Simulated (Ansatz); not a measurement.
## Geometry relaxation of MoNH2F6 (part 1 of 2)

System: MoNH2F6, multiplicity 2.
Method: UKS PBE/def2-SVP (Ansatz 0.2.0).

It belongs to a series of runs on one base structure; here: end point A relaxed.

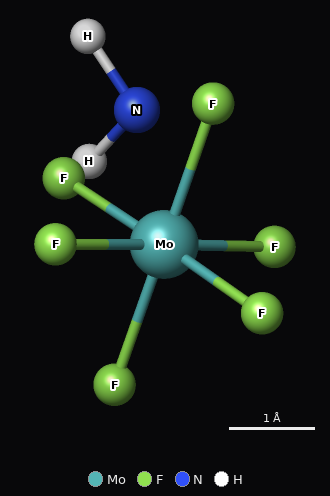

Fig. 1: The structure as given in the input (ball-and-stick view, seen at an oblique angle). Sticks mark near contacts. Bond lengths as drawn: F–Mo 1.81 to 1.85 Å and H–N 1.04 to 1.05 Å.

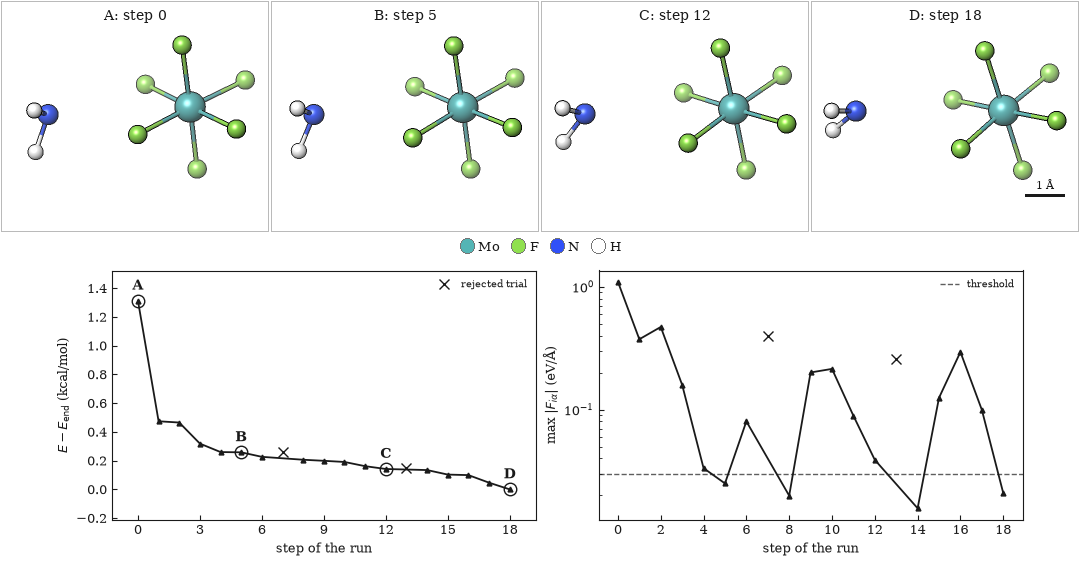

Fig. 2: Frames of the relaxation (ball-and-stick view, seen at a tilt) above the curves, on which the letters mark them (the first geometry is step 0 here and step 1 in the log).

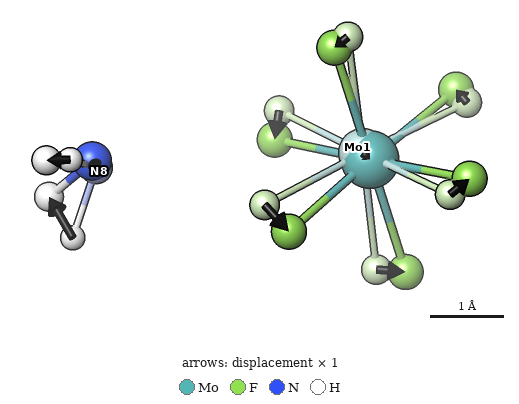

Fig. 3: Start (faint) and end (solid) with the displacements as black arrows, at true length (ball-and-stick view, seen at a tilt). The two geometries are laid on each other by the best rigid fit. The atom that moves furthest after the best rigid fit is H9 (0.72 Å). By element the largest moves are H 0.72 Å, F 0.51 Å, N 0.21 Å, Mo 0.13 Å. Distances before and after: Mo1–F2 1.809 → 1.839 Å. Over 18 geometry steps the energy falls by 1.31 kcal/mol. The largest force component goes from 1.1 to 0.021 eV/Å. The line search rejected the trial steps at points 7, 13 (counted from 0) and went back. (Atoms are counted from 1 in the order of the input.)

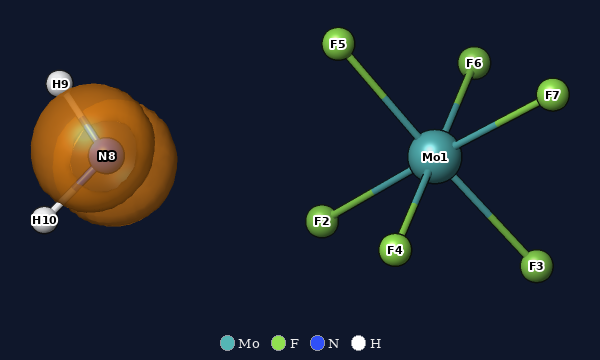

Fig. 4: Isosurface of the spin density (α minus β) at +0.08 e/Å³ (orange), seen face on. The unpaired spin (1 electron) lies mostly on N8 (about 0.9), in electrons by Hirshfeld's partition.

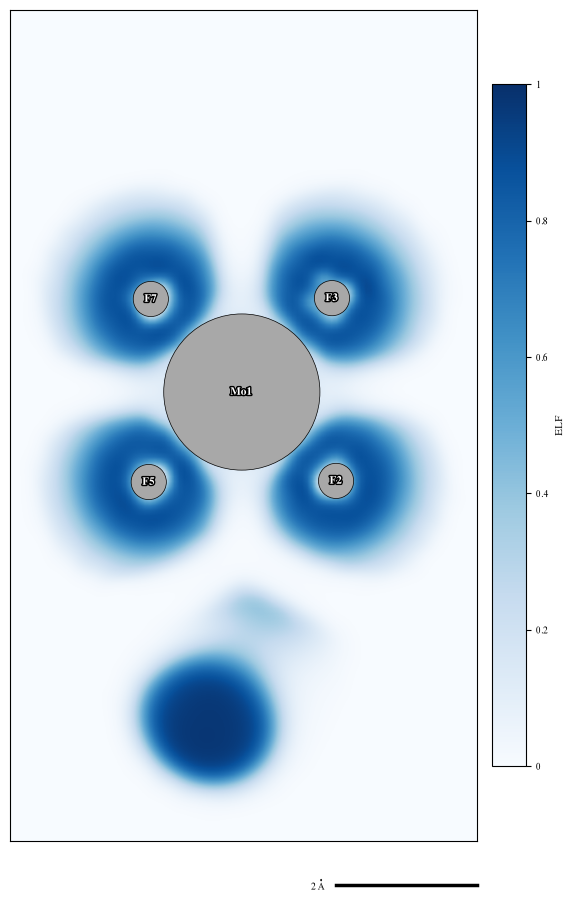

Fig. 5: ELF on the plane of atoms F2, Mo1 and F3. Grey discs, where drawn, cover atomic cores. The section cuts through Mo and F sites. Mo–F (1.84 Å): the ELF peaks at about 0.85 in the valence shell of F, 0.5 Å from its nucleus, and drops to about 0.25 between the two atoms.

These pictures come from the run below.

## Input
```yaml
crystal:
  periodic: [false, false, false]
  atoms:
    - { symbol: Mo, position_ang: [0.201799, -0.028806, 0.050779] }
    - { symbol: F, position_ang: [0.867234, -0.099916, 1.731899] }
    - { symbol: F, position_ang: [1.927506, -0.026175, -0.617587] }
    - { symbol: F, position_ang: [0.220841, 1.814084, 0.121904] }
    - { symbol: F, position_ang: [-1.529074, -0.036363, 0.668069] }
    - { symbol: F, position_ang: [0.179781, -1.875298, 0.003515] }
    - { symbol: F, position_ang: [-0.413111, 0.028002, -1.69138] }
    - { symbol: "N", position_ang: [-0.740128, 0.192893, 3.606503] }
    - { symbol: H, position_ang: [-0.636584, -0.740439, 4.065582] }
    - { symbol: H, position_ang: [-0.078263, 0.772018, 4.170715] }
magnetization:
  spin_polarized: true
  initial_magnetization: 1
basis:
  gaussian: { orbitals: def2-SVP }
hamiltonian:
  xc: pbe
relax:
  f_tol: 0.03
  max_steps: 50
output:
  orbitals: {}
```

Launched with:
```bash
ansatz run input.yaml --threads 4 --pin off --max-ram 5120MiB --backend cpu --events-out ev --progress --plain --runs-dir out
```

## Log
```
The last accepted step is kept in [file] (removed where the run ends without a failure and the disk answers)
Engine: ansatz 0.2.0, x86_64-unknown-linux-gnu
Functional definition: PBE
  parameter kappa = 0.804
  parameter beta = 0.06672455060314922
  exchange = pbe_x(kappa = kappa, mu = beta*pi^2/3)
  correlation = pbe_c(beta = beta)
1479 factors; their error is unknown
mean field evaluation 1: about -19637.3617 eV, gradient 6.7e1 eV
mean field evaluation 2: about -19321.4811 eV, gradient 2.3e2 eV
mean field evaluation 4: about -19610.2387 eV, gradient 7.9e1 eV
mean field evaluation 8: about -19654.1948 eV, gradient 6.0e-2 eV
mean field evaluation 16: about -19644.9446 eV, gradient 2.8e1 eV
mean field evaluation 32: about -19631.8599 eV, gradient 3.2e1 eV
mean field -19654.12425084 eV, -722.2757441743 hartree, gradient 1.9e-5 eV, S^2 0.753355; 3 other end points of the search recorded, 0 dependent functions left out
the calculation of the forces begins
reference -19654.12432656 eV, -722.2757469570 hartree; 39, 38 occupied and 100, 101 virtual orbitals, 1479 factors
relax step   1: F+E_penalty+E_count = -19654.12425084 eV  Δ(F+E_penalty+E_count) = +0.000e0 eV  max|allowed force component| = 1.097e0 eV/Å  Δτ_max = 0.0000 Å  (158 SCF iters, accepted)
these checks for a lower state are left out or cut short: starts, cluster_reference, orbital_swaps, neighbouring_geometries, increment
1479 factors; their error is unknown
mean field -19654.16063971 eV, -722.2770814406 hartree, gradient 1.6e-5 eV, S^2 0.753217; 0 other end points of the search recorded, 0 dependent functions left out
[... from here on the field's lines of each further geometry are left out, up to the last ...]
relax step   2: F+E_penalty+E_count = -19654.16063971 eV  Δ(F+E_penalty+E_count) = -3.639e-2 eV  max|allowed force component| = 3.736e-1 eV/Å  Δτ_max = 0.1412 Å  (40 SCF iters, accepted)
relax step   3: F+E_penalty+E_count = -19654.16101963 eV  Δ(F+E_penalty+E_count) = -3.799e-4 eV  max|allowed force component| = 4.703e-1 eV/Å  Δτ_max = 0.1108 Å  (39 SCF iters, accepted)
relax step   4: F+E_penalty+E_count = -19654.16737937 eV  Δ(F+E_penalty+E_count) = -6.360e-3 eV  max|allowed force component| = 1.589e-1 eV/Å  Δτ_max = 0.0330 Å  (39 SCF iters, accepted)
relax step   5: F+E_penalty+E_count = -19654.16993305 eV  Δ(F+E_penalty+E_count) = -2.554e-3 eV  max|allowed force component| = 3.333e-2 eV/Å  Δτ_max = 0.0565 Å  (39 SCF iters, accepted)
relax step   6: F+E_penalty+E_count = -19654.17000687 eV  Δ(F+E_penalty+E_count) = -7.382e-5 eV  max|allowed force component| = 2.502e-2 eV/Å  Δτ_max = 0.0080 Å  (31 SCF iters, accepted)
relax step   7: F+E_penalty+E_count = -19654.17137273 eV  Δ(F+E_penalty+E_count) = -1.366e-3 eV  max|allowed force component| = 8.011e-2 eV/Å  Δτ_max = 0.0663 Å  (38 SCF iters, accepted)
relax step   8: F+E_penalty+E_count = -19654.16992852 eV  Δ(F+E_penalty+E_count) = +1.444e-3 eV  max|allowed force component| = 3.978e-1 eV/Å  Δτ_max = 0.0827 Å  (39 SCF iters, rejected (line search))
relax step   9: F+E_penalty+E_count = -19654.17224990 eV  Δ(F+E_penalty+E_count) = -8.772e-4 eV  max|allowed force component| = 1.988e-2 eV/Å  Δτ_max = 0.0413 Å  (39 SCF iters, accepted)
relax step  10: F+E_penalty+E_count = -19654.17256743 eV  Δ(F+E_penalty+E_count) = -3.175e-4 eV  max|allowed force component| = 2.004e-1 eV/Å  Δτ_max = 0.0979 Å  (38 SCF iters, accepted)
relax step  11: F+E_penalty+E_count = -19654.17292059 eV  Δ(F+E_penalty+E_count) = -3.532e-4 eV  max|allowed force component| = 2.143e-1 eV/Å  Δτ_max = 0.0442 Å  (38 SCF iters, accepted)
relax step  12: F+E_penalty+E_count = -19654.17419260 eV  Δ(F+E_penalty+E_count) = -1.272e-3 eV  max|allowed force component| = 8.903e-2 eV/Å  Δτ_max = 0.0253 Å  (39 SCF iters, accepted)
relax step  13: F+E_penalty+E_count = -19654.17503848 eV  Δ(F+E_penalty+E_count) = -8.459e-4 eV  max|allowed force component| = 3.892e-2 eV/Å  Δτ_max = 0.0519 Å  (37 SCF iters, accepted)
relax step  14: F+E_penalty+E_count = -19654.17483323 eV  Δ(F+E_penalty+E_count) = +2.052e-4 eV  max|allowed force component| = 2.585e-1 eV/Å  Δτ_max = 0.1402 Å  (37 SCF iters, rejected (line search))
relax step  15: F+E_penalty+E_count = -19654.17536424 eV  Δ(F+E_penalty+E_count) = -3.258e-4 eV  max|allowed force component| = 1.571e-2 eV/Å  Δτ_max = 0.0162 Å  (38 SCF iters, accepted)
relax step  16: F+E_penalty+E_count = -19654.17672662 eV  Δ(F+E_penalty+E_count) = -1.362e-3 eV  max|allowed force component| = 1.246e-1 eV/Å  Δτ_max = 0.0979 Å  (38 SCF iters, accepted)
relax step  17: F+E_penalty+E_count = -19654.17688472 eV  Δ(F+E_penalty+E_count) = -1.581e-4 eV  max|allowed force component| = 2.942e-1 eV/Å  Δτ_max = 0.1043 Å  (38 SCF iters, accepted)
relax step  18: F+E_penalty+E_count = -19654.17917247 eV  Δ(F+E_penalty+E_count) = -2.288e-3 eV  max|allowed force component| = 9.951e-2 eV/Å  Δτ_max = 0.0305 Å  (38 SCF iters, accepted)
the calculation of the forces begins
reference -19654.18127283 eV, -722.2778396939 hartree; 39, 38 occupied and 100, 101 virtual orbitals, 1479 factors
relax step  19: F+E_penalty+E_count = -19654.18119593 eV  Δ(F+E_penalty+E_count) = -2.023e-3 eV  max|allowed force component| = 2.090e-2 eV/Å  Δτ_max = 0.0629 Å  (39 SCF iters, accepted)
1479 factors; their error is unknown
mean field evaluation 192: about -19643.0301 eV, gradient 2.9e1 eV
mean field evaluation 224: about -19631.3602 eV, gradient 3.1e1 eV
mean field -19654.18119593 eV, -722.2778368679 hartree, gradient 1.3e-5 eV, S^2 0.753726; 1 other end points of the search recorded, 0 dependent functions left out
the calculation of the forces begins
reference -19654.18127283 eV, -722.2778396939 hartree; 39, 38 occupied and 100, 101 virtual orbitals, 1479 factors
Total energy: -19654.18127283 eV, -722.2778396939 hartree
Atom 0 at     0.283152    -0.108128    -0.017718 Å, force    -0.020902    -0.006202    -0.011099 eV/Å
Atom 1 at     1.240844    -0.380030     1.528532 Å, force     0.009515    -0.003737     0.012654 eV/Å
Atom 2 at     1.867853     0.134451    -0.936929 Å, force     0.002436     0.002687    -0.001126 eV/Å
Atom 3 at     0.199497     1.698415     0.328644 Å, force    -0.000484    -0.000548     0.006953 eV/Å
Atom 4 at    -1.325885    -0.367681     0.832605 Å, force     0.005966    -0.003767    -0.003689 eV/Å
Atom 5 at     0.367661    -1.920934    -0.361898 Å, force     0.003058    -0.000124    -0.006153 eV/Å
Atom 6 at    -0.613630     0.147751    -1.612847 Å, force     0.000657     0.002331     0.005488 eV/Å
Atom 7 at    -0.643053     0.354705     3.685322 Å, force     0.005718     0.007651     0.006333 eV/Å
Atom 8 at    -1.220424    -0.366676     4.173139 Å, force    -0.002276     0.006377    -0.001684 eV/Å
Atom 9 at    -0.156014     0.808127     4.491149 Å, force    -0.003688    -0.004667    -0.007676 eV/Å
Dipole moment:    -0.083180    -0.040111     0.573000 e Å
```

## Trajectory as extended XYZ (Å, eV, eV/Å), 19 frames, from step=1 to step=19
```
10
Properties=species:S:1:pos:R:3:forces:R:3 step=1 energy=-19654.12425
Mo    0.2018   -0.0288    0.0508   -0.4418   0.0414  -1.0966
F     0.8672   -0.0999    1.7319    0.5696  -0.0708   0.9559
F     1.9275   -0.0262   -0.6176   -0.0003  -0.0007  -0.0019
F     0.2208    1.8141    0.1219    0.0021   0.0027   0.0006
F    -1.5291   -0.0364    0.6681    0.0003  -0.0009  -0.0026
F     0.1798   -1.8753    0.0035    0.0019   0.0007  -0.0004
F    -0.4131    0.0280   -1.6914   -0.0021   0.0022  -0.0023
N    -0.7401    0.1929    3.6065   -0.1325   0.0216   0.1450
H    -0.6366   -0.7404    4.0656    0.0051   0.0101  -0.0005
H    -0.0783    0.7720    4.1707   -0.0022  -0.0063   0.0028
10
Properties=species:S:1:pos:R:3:forces:R:3 step=2 energy=-19654.16064
Mo    0.2114   -0.0309    0.0106   -0.1056   0.0066  -0.3736
F     0.9061   -0.1071    1.7091    0.1350  -0.0135   0.2549
F     1.9324   -0.0290   -0.6693   -0.0585  -0.0017   0.0202
F     0.2332    1.8117    0.0868    0.0000  -0.0402   0.0029
F    -1.5138   -0.0378    0.6435    0.0314   0.0013   0.0013
F     0.1877   -1.8771   -0.0370    0.0031   0.0436  -0.0016
F    -0.4176    0.0297   -1.7265    0.0189   0.0000   0.0824
N    -0.8126    0.2094    3.7266    0.0879  -0.0753   0.0884
H    -0.6354   -0.7428    4.1303   -0.0331   0.1299  -0.0399
H    -0.0913    0.7739    4.2359   -0.0792  -0.0507  -0.0350
10
Properties=species:S:1:pos:R:3:forces:R:3 step=3 energy=-19654.16102
Mo    0.2217   -0.0323   -0.0178    0.0381  -0.0192   0.1363
F     0.9538   -0.1166    1.6786   -0.0177   0.0035  -0.1280
F     1.9301   -0.0301   -0.7234   -0.0083   0.0020  -0.0178
F     0.2464    1.8086    0.0672    0.0016   0.0033  -0.0003
F    -1.4914   -0.0391    0.6459    0.0166  -0.0004  -0.0010
F     0.1952   -1.8768   -0.0709   -0.0013   0.0020  -0.0066
F    -0.4366    0.0362   -1.7409    0.0029   0.0025   0.0149
N    -0.7853    0.1899    3.7221    0.2701  -0.1468   0.4703
H    -0.6798   -0.7297    4.2310   -0.0886   0.2704  -0.2291
H    -0.1541    0.7900    4.3183   -0.2134  -0.1173  -0.2389
```
